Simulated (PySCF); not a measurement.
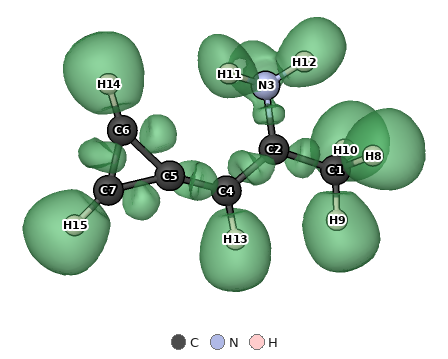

Figure 1: C6H8N (SMILES C[C](N)C=C1C=C1) (doublet). Isosurface of the electron localisation function at 0.8 (green), seen at a tilt. Core shells and regions of very low density are left out.

Geometry: GFN2-xTB.

Level of theory: PySCF 2.14.0, density-fitted response routines, UKS B3LYP, pcH-1 on C H N, non-relativistic, mean-field spin-orbit, GIAO.

Input file:

```
{"job": {"kind": "epr", "basis": "pcH-1"}, "charge": 0, "multiplicity": 2}
C     -1.662554    -1.531308     0.810595
C     -0.732043    -0.433889     0.416193
N     -1.034953     0.833311     0.921827
C      0.420653    -0.660744    -0.333116
C      1.302428     0.280616    -0.739642
C      1.804653     1.680064    -0.806299
C      2.499109     0.708399    -1.387830
H     -2.671862    -1.347576     0.429303
H     -1.317203    -2.484792     0.421958
H     -1.734701    -1.604988     1.898405
H     -0.545891     1.579296     0.449152
H     -2.024139     1.015205     1.023010
H      0.623189    -1.683658    -0.623128
H      1.706228     2.705978    -0.552940
H      3.362672     0.435111    -1.949400
```

Launched as:

```sh
OMP_NUM_THREADS=1 python probes_run.py task.json out
```

What do the ELF domains correspond to?

The ELF exceeds this value in six regions between bonded C–C atoms (shared pairs), six regions around hydrogen nuclei and one joined region spread over several atoms (H, N), in which their bonds and any lone pairs are merged. Profiles from the grid: C–C (1.33 Å): the ELF peaks at about 0.85 between the atoms: a multiple bond. C–N (1.40 Å): the ELF peaks at about 0.90 between the atoms: a covalent bond.
